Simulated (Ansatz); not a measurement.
# Relaxation of Sr2RuWO6

The start is Sr2RuWO6, a borrowed structure type, volume estimated. Where does it settle when we relax the atoms in a fixed cell, and what is it like there?

Program: Ansatz 0.2.0. Level of theory: DFT, PBE, with U_eff = 2.64 eV on Ru d, U_eff = 1.66 eV on W d, collinear spin, plane waves, PAW. These are calculated values, not measurements.

## Step 1: The system as given

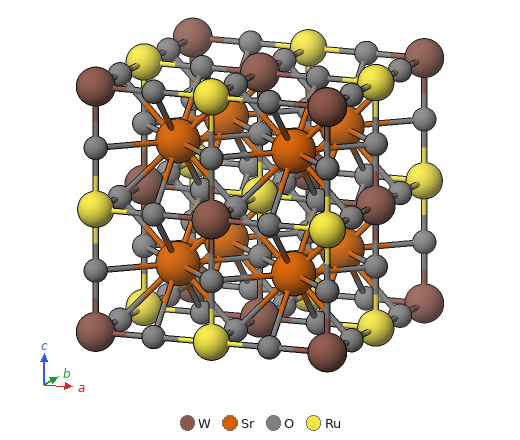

The cell, seen slightly off an axis (tungsten brown, strontium orange, oxygen grey, ruthenium yellow). The cell drawn here is the conventional one.

Symmetry: Fm-3m, No. 225, cubic system. The conventional cell has a = 8.072 Å, b = 8.072 Å, c = 8.072 Å, α = 90.00°, β = 90.00°, γ = 90.00°. Around W (site symmetry m-3m) lie 6 O at 2.02 Å. Sr (site symmetry -43m) is surrounded by 12 O at 2.85 Å. O (site symmetry 4mm) has 1 W at 2.02 Å and 1 Ru at 2.02 Å and 4 Sr at 2.85 Å as nearest neighbours. Ru (site symmetry m-3m) has 6 O at 2.02 Å as nearest neighbours.

The coordinates stand in the input below.

It starts from an earlier solution of the starting cell (checkpoint.read).

## Step 2: The relaxation

input.yaml reads:

```yaml
crystal:
  lattice:
    - [0.0, 4.035811, 4.035811]
    - [4.035811, 0.0, 4.035811]
    - [4.035811, 4.035811, 0.0]
  atoms:
    - { symbol: W, position: [0.0, 0.0, 0.0], spin: 1.0 }
    - { symbol: Sr, position: [0.25, 0.25, 0.25] }
    - { symbol: Sr, position: [0.75, 0.75, 0.75] }
    - { symbol: O, position: [0.75, 0.25, 0.25] }
    - { symbol: O, position: [0.25, 0.75, 0.25] }
    - { symbol: O, position: [0.25, 0.75, 0.75] }
    - { symbol: O, position: [0.75, 0.25, 0.75] }
    - { symbol: O, position: [0.25, 0.25, 0.75] }
    - { symbol: O, position: [0.75, 0.75, 0.25] }
    - { symbol: Ru, position: [0.5, 0.5, 0.5], spin: 2.0 }
kpoints:
  mp_grid: { grid: [5, 5, 5], shift: [0, 0, 0] }
magnetization:
  spin_polarized: true
scf:
  occupations: { method: gaussian, width: 0.012 }
  lower_state_search: "off"
hamiltonian:
  pseudopotentials: { kind: paw }
  xc: pbe
  hubbard:
    sites:
      - { species: Ru, l: d, u_eff: 2.64 }
      - { species: W, l: d, u_eff: 1.66 }
    projectors: all-electron-ortho-atomic
basis:
  ecutwfc: 420
  fft_grid_basis: typed
relax:
  max_steps: 40
output:
  forces: true
  stress: true
  eigenvalues: true
  bader: true
  populations: true
  elf: true
  write_potential: true
  volumetric_format: npy
  dos:
    e_range: [-12, 8]
    de: 0.05
    projected: { site_lists: { O: [O], Ru: [Ru], Sr: [Sr], W: [W] } }
  write_density: true
checkpoint:
  read: saved_state
```

The run is started by

```console
> ansatz run input.yaml --threads 2 --pin off --max-ram 4096MiB --backend cpu --events-out ev --progress --plain --runs-dir out
```

The program printed (excerpt; [...] marks lines left out):

```text
Warning: output.stress: scf.convergence.dr2_threshold = 1e-7 eV (the SCF's general default) is looser than the 1e-9 eV advised for a printed stress (1e-10 eV for each atom of the cell: 10). What an SCF threshold leaves in a stress goes as its square root, and in the free energy as the [...]
Warning: checkpoint.read: basis.xc_grid differs: saved 1, current 2 (points along each axis for each point of the dense box; where the key is left out runs that use forces, runs that use the stress, dielectric runs by a finite field, finite-displacement phonons, runs of [...]
Warning: RAYON_NUM_THREADS=2 ignored (pool sized by the plan → 2); use --threads N
W: projections on atomic orbitals take those of the free atom [Kr 4d10 4f14] 5s2 5p6 5d4 6s2, of charge +0.00 (hamiltonian.pseudopotentials.projection_atoms); the dataset's partial waves leave at most 6.5e-5 of an orbital's norm unspanned inside its sphere
Sr: projections on atomic orbitals take those of the free atom [Ar 3d10] 4s2 4p6 5s2, of charge +0.00 (hamiltonian.pseudopotentials.projection_atoms); the dataset's partial waves leave at most 2.8e-6 of an orbital's norm unspanned inside its sphere
O: projections on atomic orbitals take those of the free atom [He] 2s2 2p4, of charge +0.00 (hamiltonian.pseudopotentials.projection_atoms); the dataset's partial waves leave at most 1.9e-8 of an orbital's norm unspanned inside its sphere
Ru: projections on atomic orbitals take those of the free atom [Ar 3d10] 4s2 4p6 4d7 5s1, of charge +0.00 (hamiltonian.pseudopotentials.projection_atoms); the dataset's partial waves leave at most 8.1e-6 of an orbital's norm unspanned inside its sphere
[...]
Pseudopotentials: kind: paw
Pseudopotential: W, paw, valence charge 14, recommended cutoff 420 eV (normal), W.paw.azcp
[...]
Pseudopotential: Ru, paw, valence charge 16, recommended cutoff 420 eV (normal), Ru.paw.azcp
Functional definition: PBE
[...]
Crystal: 10 atoms, lattice volume = 131.469 Å³
Basis set: ecut = 420 eV, 2637 PW (Γ), exchange–correlation on 80×80×80 points (8 copies of the dense FFT grid, shifted against one another)
Bands: 55, of which v1, the nominal top of the filled ones, is band 43 counted from 1 (42 counted from 0)
Symmetry: 48 space group operations
Space group: Fm-3m (ITA 225), of the structure as read, at distance tolerance 5.1e-5 Å
Magnetic group: BNS 225.116 (UNI 1618), of the structure as read, at distance tolerance 5.1e-5 Å
k-points: 10 of 125
[...]
Starting moments: Σ|m| = 3 μB on 2 of 10 sites; this step starts from the density that it was given
[...]
SCF iter   1: F=—  HF=-26759.376679 eV  |F-HF|=—  |Δ(HF+E_count)|=         —  Δρ=9.01e-3 (↑8.87e-3 ↓9.01e-3)  dr2=3.07e-2  dr2_m=1.41e-4  M=0.000 μB ∫|m|=0.002 μB  β_m=0.30  ethr=3.81e-5  ⟨swp⟩=2.8  Hψ=7144  notcnv=0
[...]
spin=Collinear: Resta preconditioning applied to the charge; magnetization (m = ρ↑ − ρ↓) channel mixes plain (no charge-response kernel on spin).
[...]
spin-set hold released at iteration 11 (site moments contracting): the magnetisation degrees of freedom join the quasi-Newton model from the next iteration; the mixer history was flushed
[...]
WARN: the starting moments were not kept: the SCF closed with an absolute magnetisation of 2.1e-5 μB, where they sum to 3 μB in size (2 sites). That is at most 0.1 of that sum. Measured as dr2_m measures the in/out step, that magnetisation stands 6.1e-11 eV from none, at or under the [...]
relax step   1: F+E_penalty+E_count = -26759.65809026 eV  Δ(F+E_penalty+E_count) = +0.000e0 eV  max|allowed force component| = 2.655e0 eV/Å  Δτ_max = 0.0000 Å  (13 SCF iters, accepted)
[...]
spin=Collinear: Resta preconditioning applied to the charge; magnetization (m = ρ↑ − ρ↓) channel mixes plain (no charge-response kernel on spin).
[...]
SCF iter   3: F=—  HF=-26760.331748 eV  |F-HF|=—  |Δ(HF+E_count)|=   3.09e-3  Δρ=1.82e-3 (↑1.82e-3 ↓1.82e-3)  dr2=5.80e-3  dr2_m=1.74e-11  M=0.000 μB ∫|m|=0.000 μB  β_m=0.62  ethr=2.42e-5  ⟨swp⟩=2.0  Hψ=1124  notcnv=0  defer=134
```

## Step 3: The output, continued

The log, continued (excerpt; [...] marks lines left out):

```text
SCF iter   4: F=—  HF=-26760.333906 eV  |F-HF|=—  |Δ(HF+E_count)|=   2.16e-3  Δρ=2.55e-4 (↑2.55e-4 ↓2.55e-4)  dr2=1.48e-4  dr2_m=2.04e-12  M=0.000 μB ∫|m|=0.000 μB  β_m=0.74  ethr=6.75e-6  ⟨swp⟩=2.0  Hψ=1744  notcnv=0  defer=134
[...]
relax step   2: F+E_penalty+E_count = -26760.33392271 eV  Δ(F+E_penalty+E_count) = -6.758e-1 eV  max|allowed force component| = 5.807e-1 eV/Å  Δτ_max = 0.0679 Å  (6 SCF iters, dr2 threshold 1.00e-4 eV, accepted)
[...]
relax step   4: F+E_penalty+E_count = -26760.36250112 eV  Δ(F+E_penalty+E_count) = -6.975e-4 eV  max|allowed force component| = 4.092e-4 eV/Å  Δτ_max = 0.0025 Å  (4 SCF iters, dr2 threshold 5.45e-7 eV, accepted)
[...]
relax step   5: F+E_penalty+E_count = -26760.36250114 eV  Δ(F+E_penalty+E_count) = -1.682e-8 eV  max|allowed force component| = 3.760e-4 eV/Å  Δτ_max = 0.0000 Å  (2 SCF iters, accepted)
SCF converged after 2 iterations
[...]
  site symbol       q [e]    m [muB]
     0      W     12.3913    -0.0000
     1     Sr      8.2662    -0.0000
     2     Sr      8.2662    -0.0000
     3      O      6.8567     0.0000
     4      O      6.8567     0.0000
     5      O      6.8567     0.0000
     6      O      6.8567     0.0000
     7      O      6.8567     0.0000
     8      O      6.8567     0.0000
     9     Ru     15.2621     0.0000
  spilling = 0.007834 (of n_electrons = 86.000000)
--- Bader charges: 10 sites ---
  site symbol  charge [e]  shift [e]    m [muB]
     0      W      2.9042     0.0047     0.0000
     1     Sr      1.6286     0.0000     0.0000
     2     Sr      1.6286     0.0000     0.0000
     3      O     -1.2320     0.0002     0.0000
     4      O     -1.2320     0.0002     0.0000
     5      O     -1.2319     0.0002     0.0000
     6      O     -1.2320     0.0002     0.0000
     7      O     -1.2319     0.0002     0.0000
     8      O     -1.2320     0.0002     0.0000
     9     Ru      1.2302     0.0037     0.0000
  estimated error of the sums over rays = 5.8e-4 e
```

It took 69 s on 2 threads of Intel Xeon Platinum 8375C at 2.90GHz (Ice Lake), shared host; peak memory 0.73 GiB.

Relaxation path:

| step | energy from step 1 (eV/cell) | largest force component (eV/Å) |
| --- | --- | --- |
| 1 | 0.0000 | 2.6548 |
| 2 | -0.6758 | 0.5807 |
| 3 | -0.7037 | 0.0934 |
| 4 | -0.7044 | 0.0004 |
| 5 | -0.7044 | 0.0004 |

Step 1 is the start. Step 5 solves the same geometry again.

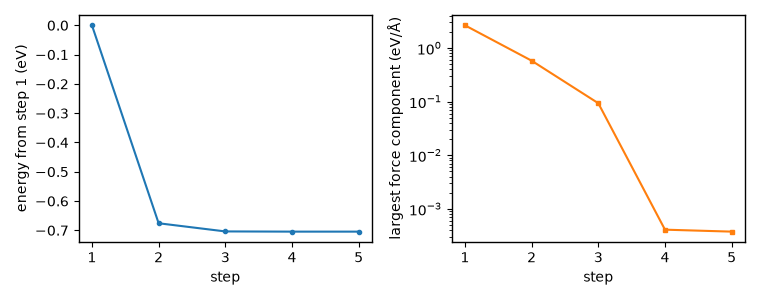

How energy and force went from step to step.

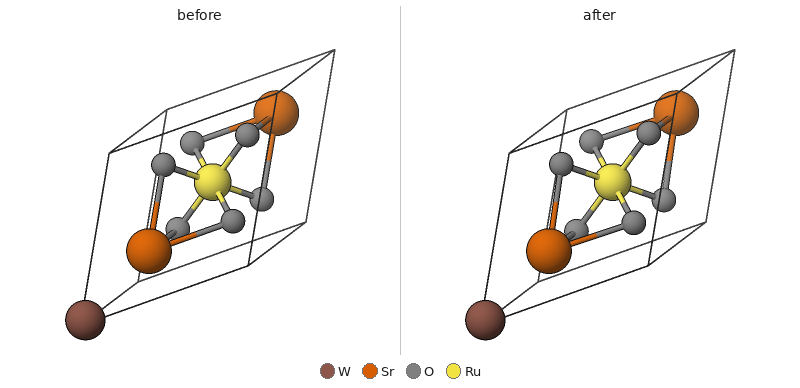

The structure before (left) and after (right), drawn at the same scale. Each atom of the cell is drawn once.

The largest move, 0.08 Å, is shared by several atoms, O9 among them.

## Step 4: Total and projected density of states

Counts of states in windows (eV from the Fermi level; tetrahedra), total and projected:

| from | to | total | O p | Ru d | W d |
| --- | --- | --- | --- | --- | --- |
| -9.0 | -8.0 | 0.07 | 0.05 | 0.00 | 0.01 |
| -8.0 | -7.0 | 7.28 | 4.82 | 0.57 | 1.27 |
| -7.0 | -6.0 | 5.52 | 3.60 | 0.31 | 1.34 |
| -6.0 | -5.0 | 7.89 | 6.01 | 1.36 | 0.15 |
| -5.0 | -4.0 | 6.53 | 5.61 | 0.42 | 0.14 |
| -4.0 | -3.0 | 7.77 | 7.31 | 0.18 | 0.04 |
| -3.0 | -2.0 | 1.50 | 0.98 | 0.40 | 0.10 |
| -2.0 | -1.0 | 4.40 | 1.31 | 2.76 | 0.22 |
| -1.0 | 0.0 | 1.01 | 0.38 | 0.61 | 0.01 |
| 0.0 | 1.0 | 0.62 | 0.17 | 0.01 | 0.36 |
| 1.0 | 2.0 | 6.82 | 1.83 | 1.16 | 3.15 |
| 2.0 | 3.0 | 2.61 | 0.47 | 1.68 | 0.12 |
| 3.0 | 4.0 | 1.44 | 0.06 | 0.01 | 0.03 |
| 4.0 | 5.0 | 8.01 | 0.43 | 0.05 | 0.31 |

On the mesh the valence top lies at -0.84 eV and the conduction bottom at 0.84 eV on this scale.

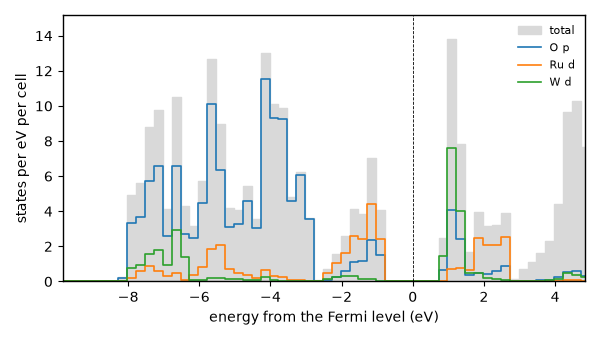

Total and projected density of states, in bins of 0.25 eV.

## Step 5: How the electrons are shared

By element, from the tables in the log (a charge is positive for electrons lost): Löwdin charges also hold the electrons that the projection spills.

| element | atoms | Bader charge (e) | Bader volume (Å³) | Löwdin charge (e) |
| --- | --- | --- | --- | --- |
| W | 1 | +2.90 | 9.0 | +1.61 |
| Sr | 2 | +1.63 | 16.8 | +1.73 |
| O | 6 | -1.23 | 12.6 | -0.86 |
| Ru | 1 | +1.23 | 13.1 | +0.74 |

Löwdin charges rest on a small set of atomic orbitals that misses 0.8 % of the electrons, so they need not add up to the cell's charge and can differ from Bader's even in sign.

Occupation eigenvalues of the Hubbard shells:

| atom | shell | spin | eigenvalues |
| --- | --- | --- | --- |
| W1 | d | up | 0.38 0.38 0.40 0.40 0.40 |
| W1 | d | down | 0.38 0.38 0.40 0.40 0.40 |
| Ru10 | d | up | 0.28 0.28 0.95 0.95 0.95 |
| Ru10 | d | down | 0.28 0.28 0.95 0.95 0.95 |

## Step 6: Fields in real space

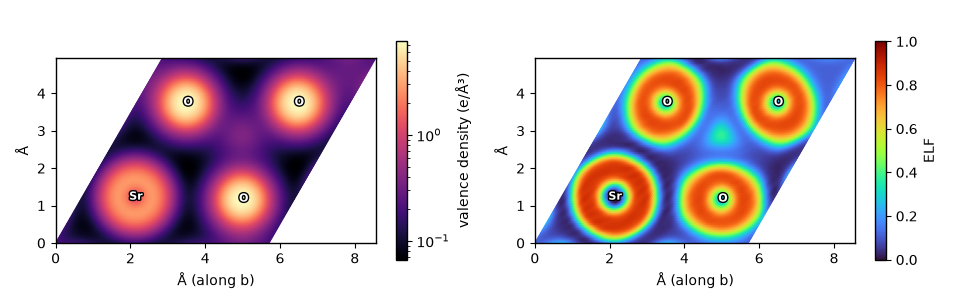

Valence density (left, log scale) and ELF (right) in the plane spanned by b and c at height 0.250 along a (axes of the input's cell); atoms within 0.2 Å are lettered. Inside the augmentation spheres the fields are the smooth ones.

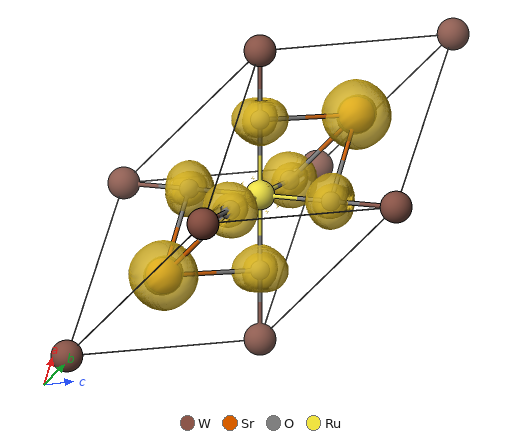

Surface of ELF = 0.79 in one cell.

Along short contacts, where the density is least:

| contact | length (Å) | minimum at (fraction) | density (e/Å³) | ELF |
| --- | --- | --- | --- | --- |
| O4–Ru10 | 2.102 | 0.50 | 0.529 | 0.09 |
| Sr2–O4 | 2.855 | 0.50 | 0.116 | 0.04 |

## Step 7: Results

| quantity | value |
| --- | --- |
| moves | 3 |
| energy gained | 70.4 meV/atom |
| largest move | 0.08 Å (O) |
| space group (0.01 Å), before / after | Fm-3m / Fm-3m |
| pressure left in the fixed cell | -3.1 GPa |
| gap (mesh) | 1.68 eV, indirect |
| least direct gap | 1.89 eV |
| Bader charges | W +2.90, Sr +1.63, O -1.23, Ru +1.23 e |
| moments | none |

**Reading.** In the fixed cell the largest move of an atom is 0.08 Å; the energy fell by 70.4 meV per atom. The fixed cell still holds a mean pressure of -3.1 GPa, so it would shrink if let free. The run held to 48 symmetry operations, so a lower structure without them is not ruled out. There is a gap of 1.68 eV, with the least direct gap at 1.89 eV; within 0.7 eV of the edges the states project mainly on Ru d (62 %) and O p (34 %) below and W d (54 %) and O p (30 %) above. The run has no spin-orbit coupling, which matters for the gap with elements this heavy. The spin density vanishes in this state. At the density minimum between Sr and O (2.85 Å) the ELF is 0.04 and the density 0.12 e/Å³, a closed-shell (ionic or weak) contact.

Limits of this run: the SCF threshold is loose for a stress.
